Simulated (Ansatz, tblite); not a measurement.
# The cluster Ru₄−: spin-state energies by level, part 2 of 2

Is the doublet the ground state of the cluster Ru₄−? Other spin states are computed and compared level by level.

Ansatz 0.2.0, Gaussian basis; as each input shows. Earlier steps stand in the parts before.

## 17. Relaxing the sextet

Input file in.yaml:

```yaml
crystal:
  periodic: [false, false, false]
  atoms:
    - {symbol: Ru, position_ang: [0.039071, -0.149573, 1.444698]}
    - {symbol: Ru, position_ang: [-0.974696, 0.240986, -1.129042]}
    - {symbol: Ru, position_ang: [0.784393, 1.585246, 0.114902]}
    - {symbol: Ru, position_ang: [0.151232, -1.676659, -0.430558]}
basis:
  gaussian: {orbitals: def2-SVPD}
total_charge: -1
magnetization: {spin_polarized: true, initial_magnetization: 5}
hamiltonian: {xc: pbe0, dispersion: d4}
scf: {lower_state_search: "off"}
output: {orbitals: {seedname: orbitals}}
relax: {f_tol: 0.02, max_steps: 100}
```

Launch:

```bash
$ ansatz run in.yaml --threads 4 --pin off --events-out ev --progress --plain --max-ram 3916MiB
```

The log of the run:

```text
Functional definition: PBE0
  name "PBE0"
  cite "Adamo & Barone, J. Chem. Phys. 110, 6158 (1999) doi:10.1063/1.478522"
  cite "Perdew, Burke & Ernzerhof, Phys. Rev. Lett. 77, 3865 (1996) doi:10.1103/PhysRevLett.77.3865"
  parent pbe
  parameter a = 0.25
  parameter kappa = 0.804
  parameter beta = 0.06672455060314922
  exchange = (1 - a)*pbe_x(kappa = kappa, mu = beta*pi^2/3) + a*exact_x
  correlation = pbe_c(beta = beta)
these checks for a lower state are left out or cut short: stability, starts, cluster_reference, orbital_swaps, neighbouring_geometries, increment
1493 factors; integrals over basis functions are off by at most 1.1e-4 eV
mean field evaluation 1: about -10314.6662 eV, gradient 3.7e1 eV
mean field evaluation 2: about -10036.3512 eV, gradient 2.3e2 eV
mean field evaluation 4: about -10316.1522 eV, gradient 3.9e1 eV
mean field evaluation 8: about -10321.9774 eV, gradient 4.3e0 eV
mean field evaluation 16: about -10322.5528 eV, gradient 2.7e-1 eV
mean field evaluation 32: about -10322.7385 eV, gradient 2.4e-2 eV
mean field -10322.73857997 eV, -379.3536458104 hartree, gradient 2.8e-6 eV, S^2 10.336927; 0 other end points of the search recorded, 0 dependent functions left out
the calculation of the forces begins
reference -10322.73860435 eV, -379.3536467065 hartree; 35, 30 occupied and 101, 106 virtual orbitals, 1493 factors
relax step   1: F+E_penalty+E_count = -10322.97596833 eV  Δ(F+E_penalty+E_count) = +0.000e0 eV  max|allowed force component| = 1.492e0 eV/Å  Δτ_max = 0.0000 Å  (172 SCF iters, accepted)
these checks for a lower state are left out or cut short: stability, starts, cluster_reference, orbital_swaps, neighbouring_geometries, increment
1493 factors; integrals over basis functions are off by at most 8.6e-5 eV
mean field -10323.06551798 eV, -379.3656605605 hartree, gradient 5.5e-6 eV, S^2 9.703035; 0 other end points of the search recorded, 0 dependent functions left out
the calculation of the forces begins
reference -10323.06554207 eV, -379.3656614460 hartree; 35, 30 occupied and 101, 106 virtual orbitals, 1493 factors
relax step   2: F+E_penalty+E_count = -10323.30479126 eV  Δ(F+E_penalty+E_count) = -3.288e-1 eV  max|allowed force component| = 3.413e-1 eV/Å  Δτ_max = 0.1701 Å  (103 SCF iters, accepted)
these checks for a lower state are left out or cut short: stability, starts, cluster_reference, orbital_swaps, neighbouring_geometries, increment
1493 factors; integrals over basis functions are off by at most 6.9e-5 eV
mean field evaluation 64: about -10323.0555 eV, gradient 4.4e-2 eV
mean field -10323.05556275 eV, -379.3652947126 hartree, gradient 2.5e-6 eV, S^2 9.378846; 0 other end points of the search recorded, 0 dependent functions left out
the calculation of the forces begins
reference -10323.05558618 eV, -379.3652955736 hartree; 35, 30 occupied and 101, 106 virtual orbitals, 1493 factors
relax step   3: F+E_penalty+E_count = -10323.29585933 eV  Δ(F+E_penalty+E_count) = +8.932e-3 eV  max|allowed force component| = 5.487e-1 eV/Å  Δτ_max = 0.1998 Å  (91 SCF iters, rejected (line search))
these checks for a lower state are left out or cut short: stability, starts, cluster_reference, orbital_swaps, neighbouring_geometries, increment
1493 factors; integrals over basis functions are off by at most 7.6e-5 eV
mean field -10323.14164817 eV, -379.3684582934 hartree, gradient 2.7e-6 eV, S^2 9.382324; 0 other end points of the search recorded, 0 dependent functions left out
the calculation of the forces begins
reference -10323.14167193 eV, -379.3684591667 hartree; 35, 30 occupied and 101, 106 virtual orbitals, 1493 factors
relax step   4: F+E_penalty+E_count = -10323.38142636 eV  Δ(F+E_penalty+E_count) = -7.664e-2 eV  max|allowed force component| = 2.424e-1 eV/Å  Δτ_max = 0.0817 Å  (102 SCF iters, accepted)
these checks for a lower state are left out or cut short: stability, starts, cluster_reference, orbital_swaps, neighbouring_geometries, increment
1493 factors; integrals over basis functions are off by at most 7.0e-5 eV
mean field evaluation 96: about -10323.1414 eV, gradient 1.6e-5 eV
mean field -10323.14142423 eV, -379.3684500640 hartree, gradient 2.1e-6 eV, S^2 9.329669; 0 other end points of the search recorded, 0 dependent functions left out
the calculation of the forces begins
reference -10323.14144784 eV, -379.3684509315 hartree; 35, 30 occupied and 101, 106 virtual orbitals, 1493 factors
relax step   5: F+E_penalty+E_count = -10323.38147288 eV  Δ(F+E_penalty+E_count) = -4.652e-5 eV  max|allowed force component| = 3.723e-1 eV/Å  Δτ_max = 0.0421 Å  (80 SCF iters, accepted)
these checks for a lower state are left out or cut short: stability, starts, cluster_reference, orbital_swaps, neighbouring_geometries, increment
1493 factors; integrals over basis functions are off by at most 7.3e-5 eV
mean field -10323.14889547 eV, -379.3687246270 hartree, gradient 9.7e-6 eV, S^2 9.347493; 0 other end points of the search recorded, 0 dependent functions left out
the calculation of the forces begins
reference -10323.14891916 eV, -379.3687254976 hartree; 35, 30 occupied and 101, 106 virtual orbitals, 1493 factors
relax step   6: F+E_penalty+E_count = -10323.38880286 eV  Δ(F+E_penalty+E_count) = -7.330e-3 eV  max|allowed force component| = 4.207e-2 eV/Å  Δτ_max = 0.0202 Å  (66 SCF iters, accepted)
these checks for a lower state are left out or cut short: stability, starts, cluster_reference, orbital_swaps, neighbouring_geometries, increment
1493 factors; integrals over basis functions are off by at most 7.3e-5 eV
mean field -10323.14913222 eV, -379.3687333273 hartree, gradient 3.4e-6 eV, S^2 9.348884; 0 other end points of the search recorded, 0 dependent functions left out
the calculation of the forces begins
reference -10323.14915592 eV, -379.3687341982 hartree; 35, 30 occupied and 101, 106 virtual orbitals, 1493 factors
relax step   7: F+E_penalty+E_count = -10323.38901722 eV  Δ(F+E_penalty+E_count) = -2.144e-4 eV  max|allowed force component| = 1.912e-2 eV/Å  Δτ_max = 0.0063 Å  (61 SCF iters, accepted)
Total energy: -10323.38904092 eV, -379.3775498092 hartree
Atom 0 at    -0.104213    -0.175259     1.416914 Å, force     0.008185     0.010150     0.003338 eV/Å
Atom 1 at    -1.000095     0.305225    -0.976569 Å, force    -0.006237     0.015715    -0.009676 eV/Å
Atom 2 at     0.802069     1.372376    -0.025036 Å, force    -0.011735    -0.019116     0.005349 eV/Å
Atom 3 at     0.302239    -1.502342    -0.415309 Å, force     0.009787    -0.006749     0.000989 eV/Å
Dipole moment:    -0.087131     0.011377     0.035216 e Å
Checks for a lower state left out: stability, starts, cluster_reference, orbital_swaps, neighbouring_geometries, increment
```

It took 61 s on 4 threads of Arm Neoverse V2, shared host; peak memory 0.59 GiB.

The steps of the relaxation: (the energy doesn't fall at every step)

| step | energy from step 1 (eV) | largest force component (eV/Å) |
| --- | --- | --- |
| 1 | 0.0000 | 1.4919 |
| 2 | -0.3288 | 0.3413 |
| 3 | -0.3199 | 0.5487 |
| 4 | -0.4055 | 0.2424 |
| 5 | -0.4055 | 0.3723 |
| 6 | -0.4128 | 0.0421 |
| 7 | -0.4130 | 0.0191 |

Close pairs (by a distance rule), those that changed most:

| bond | before (Å) | after (Å) | change (Å) |
| --- | --- | --- | --- |
| Ru3–Ru4 | 3.367 | 2.944 | -0.423 |
| Ru2–Ru3 | 2.539 | 2.300 | -0.239 |
| Ru1–Ru2 | 2.794 | 2.600 | -0.193 |
| Ru1–Ru4 | 2.421 | 2.299 | -0.122 |
| Ru2–Ru4 | 2.331 | 2.297 | -0.033 |
| Ru1–Ru3 | 2.309 | 2.301 | -0.008 |

## 18. Sextet, first pass, PBE0-D4/def2-SVP

Input file in.yaml:

```yaml
crystal:
  periodic: [false, false, false]
  atoms:
    - {symbol: Ru, position_ang: [-0.104213, -0.175259, 1.416914]}
    - {symbol: Ru, position_ang: [-1.000095, 0.305225, -0.976569]}
    - {symbol: Ru, position_ang: [0.802069, 1.372376, -0.025036]}
    - {symbol: Ru, position_ang: [0.302239, -1.502342, -0.415309]}
basis:
  gaussian: {orbitals: def2-SVP, initial_orbitals: start.molden}
total_charge: -1
magnetization: {spin_polarized: true, initial_magnetization: 5}
hamiltonian: {xc: pbe0, dispersion: d4}
output: {orbitals: {seedname: orbitals}}
```

Same command.

The log of the run (excerpt; [...] marks lines left out):

```text
Functional definition: PBE0
  name "PBE0"
  cite "Adamo & Barone, J. Chem. Phys. 110, 6158 (1999) doi:10.1063/1.478522"
  cite "Perdew, Burke & Ernzerhof, Phys. Rev. Lett. 77, 3865 (1996) doi:10.1103/PhysRevLett.77.3865"
  parent pbe
[...]
1328 factors; integrals over basis functions are off by at most 2.2e-4 eV
[...]
mean field -10323.11594953 eV, -379.3675138859 hartree, gradient 3.7e-6 eV, S^2 9.342631; 14 other end points of the search recorded, 0 dependent functions left out
reference -10323.11597398 eV, -379.3675147845 hartree; 35, 30 occupied and 89, 94 virtual orbitals, 1328 factors
Total energy: -10323.35585898 eV, -379.3763303956 hartree
```

It took 2.1 min on 4 threads of Arm Neoverse V2, shared host; peak memory 0.66 GiB.

HOMO 0.14 eV, LUMO 1.73 eV (over both spins); ⟨S²⟩ 9.343 (pure: 8.75); the next solution that the search met lies 0.222 eV higher. Doubts: spin contamination, highest occupied level lies above zero.

## 19. Sextet, GFN1-xTB

Tight binding, by tblite at 300 K electronic temperature and without a spin-polarisation term:

```python
tblite.interface.Calculator('GFN1-xTB', numbers, positions, charge=-1, uhf=5).singlepoint()
```

Energy -378.1391 eV; 0.004 s.

## 20. Sextet, GFN2-xTB

Tight binding, by tblite at 300 K electronic temperature and without a spin-polarisation term:

```python
tblite.interface.Calculator('GFN2-xTB', numbers, positions, charge=-1, uhf=5).singlepoint()
```

Energy -337.9032 eV; 0.012 s.

## 21. Sextet, PBE0-D4/def2-TZVPD

Changes to in.yaml since step 18:

```diff
@@ -8,3 +8,3 @@
 basis:
-  gaussian: {orbitals: def2-SVP, initial_orbitals: start.molden}
+  gaussian: {orbitals: def2-TZVPD, initial_orbitals: start.molden}
 total_charge: -1
@@ -12,2 +12,3 @@
 hamiltonian: {xc: pbe0, dispersion: d4}
+scf: {omitted_lower_state_checks: [starts]}
 output: {orbitals: {seedname: orbitals}}
```

The command is unchanged.

The log of the run (excerpt; [...] marks lines left out):

```text
Functional definition: PBE0
  name "PBE0"
  cite "Adamo & Barone, J. Chem. Phys. 110, 6158 (1999) doi:10.1063/1.478522"
  cite "Perdew, Burke & Ernzerhof, Phys. Rev. Lett. 77, 3865 (1996) doi:10.1103/PhysRevLett.77.3865"
  parent pbe
[...]
1512 factors; their error is unknown
[...]
mean field -10325.84271557 eV, -379.4677206897 hartree, gradient 6.4e-6 eV, S^2 9.356272; 0 other end points of the search recorded, 0 dependent functions left out
reference -10325.84274085 eV, -379.4677216188 hartree; 35, 30 occupied and 125, 130 virtual orbitals, 1512 factors
Total energy: -10326.08262585 eV, -379.4765372299 hartree
Checks for a lower state left out: starts
```

Wall time 24 s (4 threads of Arm Neoverse V2, shared host); peak memory 0.94 GiB.

HOMO 0.13 eV, LUMO 1.68 eV (over both spins); ⟨S²⟩ 9.356 (pure: 8.75). Doubts: spin contamination, highest occupied level lies above zero.

## 22. Sextet, PBE-D4/def2-TZVPD

Changes to in.yaml since step 21:

```diff
@@ -11,3 +11,3 @@
 magnetization: {spin_polarized: true, initial_magnetization: 5}
-hamiltonian: {xc: pbe0, dispersion: d4}
+hamiltonian: {xc: pbe, dispersion: d4}
 scf: {omitted_lower_state_checks: [starts]}
```

Same command.

The log of the run (excerpt; [...] marks lines left out):

```text
Functional definition: PBE
  name "PBE"
  cite "Perdew, Burke & Ernzerhof, Phys. Rev. Lett. 77, 3865 (1996) doi:10.1103/PhysRevLett.77.3865"
  parent pbe
[...]
1416 factors; their error is unknown
[...]
mean field -10333.48545667 eV, -379.7485862445 hartree, gradient 2.1e-6 eV, S^2 8.923141; 0 other end points of the search recorded, 0 dependent functions left out
reference -10333.48549077 eV, -379.7485874977 hartree; 35, 30 occupied and 125, 130 virtual orbitals, 1416 factors
Total energy: -10333.76912917 eV, -379.7590110166 hartree
Checks for a lower state left out: starts
```

Wall time 16 s (4 threads of Arm Neoverse V2, shared host).

HOMO 0.60 eV, LUMO 0.76 eV (over both spins); ⟨S²⟩ 8.923 (pure: 8.75). Doubts: spin contamination, highest occupied level lies above zero.

## 23. Sextet, r2SCAN-D4/def2-TZVPD

Changes to in.yaml since step 22:

```diff
@@ -11,3 +11,3 @@
 magnetization: {spin_polarized: true, initial_magnetization: 5}
-hamiltonian: {xc: pbe, dispersion: d4}
+hamiltonian: {xc: r2scan, dispersion: d4}
 scf: {omitted_lower_state_checks: [starts]}
```

Same command.

The log of the run (excerpt; [...] marks lines left out):

```text
Functional definition: r2SCAN
  name "r2SCAN"
  cite "Furness, Kaplan, Ning, Perdew & Sun, J. Phys. Chem. Lett. 11, 8208 (2020) doi:10.1021/acs.jpclett.0c02405"
  cite "Furness, Kaplan, Ning, Perdew & Sun, J. Phys. Chem. Lett. 11, 9248 (2020) doi:10.1021/acs.jpclett.0c03077"
  parent r2scan
[...]
1416 factors; their error is unknown
[...]
mean field -10333.71412316 eV, -379.7569895831 hartree, gradient 4.2e-6 eV, S^2 9.276759; 0 other end points of the search recorded, 0 dependent functions left out
reference -10333.71415484 eV, -379.7569907475 hartree; 35, 30 occupied and 125, 130 virtual orbitals, 1416 factors
Total energy: -10333.76103258 eV, -379.7587134726 hartree
Checks for a lower state left out: starts
```

Wall time 22 s (4 threads of Arm Neoverse V2, shared host).

From the report: HOMO 0.66 eV, LUMO 1.00 eV (over both spins); ⟨S²⟩ 9.277 (pure: 8.75). Doubts: spin contamination, highest occupied level lies above zero.

## 24. Sextet, LDA/def2-TZVPD

Changes to in.yaml since step 23:

```diff
@@ -11,3 +11,3 @@
 magnetization: {spin_polarized: true, initial_magnetization: 5}
-hamiltonian: {xc: r2scan, dispersion: d4}
+hamiltonian: {xc: lda}
 scf: {omitted_lower_state_checks: [starts]}
```

Same command.

The log of the run (excerpt; [...] marks lines left out):

```text
Functional definition: SPW92
  name "SPW92"
  cite "Dirac, Proc. Camb. Phil. Soc. 26, 376 (1930) doi:10.1017/S0305004100016108"
  cite "Slater, Phys. Rev. 81, 385 (1951) doi:10.1103/PhysRev.81.385"
  cite "Perdew & Wang, Phys. Rev. B 45, 13244 (1992) doi:10.1103/PhysRevB.45.13244"
[...]
1416 factors; their error is unknown
[...]
mean field -10313.72568857 eV, -379.0224281605 hartree, gradient 1.4e-6 eV, S^2 8.833309; 0 other end points of the search recorded, 0 dependent functions left out
reference -10313.72571820 eV, -379.0224292495 hartree; 35, 30 occupied and 125, 130 virtual orbitals, 1416 factors
Total energy: -10313.72571820 eV, -379.0224292495 hartree
Checks for a lower state left out: starts
```

Run time: 7.5 s. Hardware: 4 threads of Arm Neoverse V2, shared host.

From the report: HOMO 0.46 eV, LUMO 0.51 eV (over both spins); ⟨S²⟩ 8.833 (pure: 8.75). Doubts: highest occupied level lies above zero.

## 25. Sextet, B2PLYP/def2-TZVPD

Changes to in.yaml since step 24:

```diff
@@ -11,4 +11,3 @@
 magnetization: {spin_polarized: true, initial_magnetization: 5}
-hamiltonian: {xc: lda}
+hamiltonian: {xc: {name: B2PLYP}}
 scf: {omitted_lower_state_checks: [starts]}
-output: {orbitals: {seedname: orbitals}}
```

The command is unchanged.

The log of the run (excerpt; [...] marks lines left out):

```text
Functional definition: B2PLYP
  name "B2PLYP"
  cite "Grimme, J. Chem. Phys. 124, 034108 (2006) doi:10.1063/1.2148954"
  cite "Becke, Phys. Rev. A 38, 3098 (1988) doi:10.1103/PhysRevA.38.3098"
  cite "Lee, Yang & Parr, Phys. Rev. B 37, 785 (1988) doi:10.1103/PhysRevB.37.785"
[...]
1492 factors; integrals over basis functions are off by at most 1.8e-4 eV
[...]
mean field -10293.70220940 eV, -378.2865788734 hartree, gradient 2.8e-6 eV, S^2 11.215187; 0 other end points of the search recorded, 0 dependent functions left out
reference -10293.70232529 eV, -378.2865831322 hartree; 35, 30 occupied and 125, 130 virtual orbitals, 1492 factors
second order -70.92628127 eV of doubles, -0.00000000 eV of singles
Total energy: -10312.85242123 eV, -378.9903361777 hartree
Checks for a lower state left out: starts
```

It took 66 s on 4 threads of Arm Neoverse V2, shared host; peak memory 0.82 GiB.

⟨S²⟩ 11.215 (pure: 8.75). Doubts: spin contamination.

## 26. Fields of the sextet

Orbitals, density, ELF and potential are computed afterwards from the orbital file.

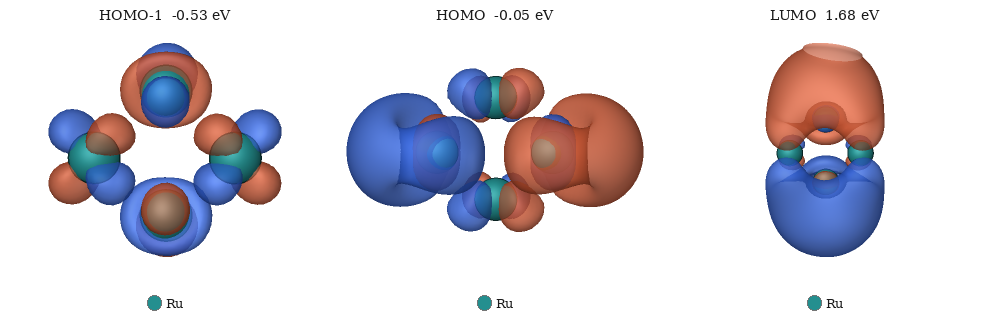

PBE0-D4/def2-TZVPD orbitals (alpha spin) near the gap, drawn at the value that encloses 70 % of each; the two colours are the two signs. The LUMO is diffuse and is cut off by the edge of the grid.

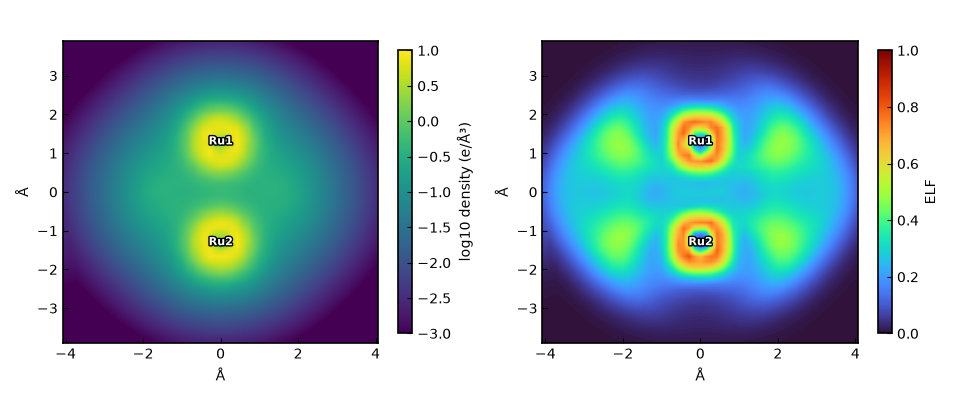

Density (left) and ELF (right) in a plane through or near 2 of the atoms.

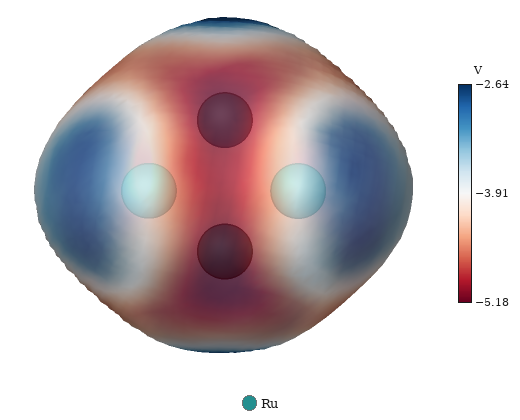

Electrostatic potential on the surface of density 0.002 e/bohr³; red is low, blue high. It runs from -5.18 to -2.64 V.

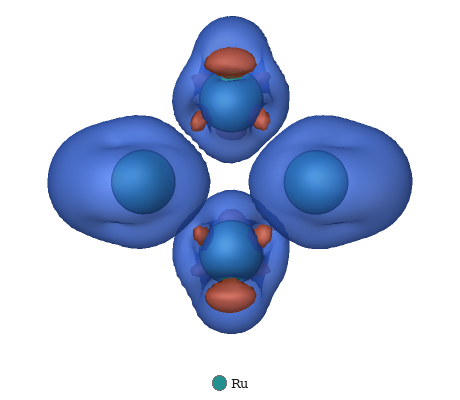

Spin density at ±0.05 e/Å³ (alpha excess blue, beta excess red).

## 27. Sextet less doublet

The doublet's energies are those of its earlier runs, whose logs aren't repeated here.

| level | sextet less doublet (kcal/mol) | time |
| --- | --- | --- |
| GFN1-xTB | -5.7 | 0.009 s |
| GFN2-xTB | +1.3 | 0.029 s |
| LDA/def2-TZVPD† | -18.7 | 16 s |
| PBE-D4/def2-TZVPD† | -11.4 | 34 s |
| r2SCAN-D4/def2-TZVPD† | -5.9 | 67 s |
| PBE0-D4/def2-TZVPD† | +4.0 | 46 s |
| B2PLYP/def2-TZVPD† | +0.6 | 2.1 min |

Times add the two runs; a level without a time comes out of a correlated run. † marks a level with a doubtful state (flagged, unstable, out of aufbau order, or strongly spin-contaminated); such levels are left out of the summary. Tight binding without a spin term can't rank spin states.

## 28. Outcome

The summary covers parts 1 to 2.

```
            quantity                        value
quartet less doublet  no functional free of doubt
 sextet less doublet  no functional free of doubt
```

**Reading.** At every functional the quartet or the doublet is doubtful (⟨S²⟩ up to 7.85 against 3.75: these determinants mix in higher spin), so no splitting is quoted. At every functional the sextet or the doublet is doubtful (⟨S²⟩ up to 11.22 against 8.75: these determinants mix in higher spin), so no splitting is quoted. These are electronic energies, without zero-point motion, entropy or surroundings.

The anion's highest level is positive in at least one run, so there the basis alone may hold the extra electron.
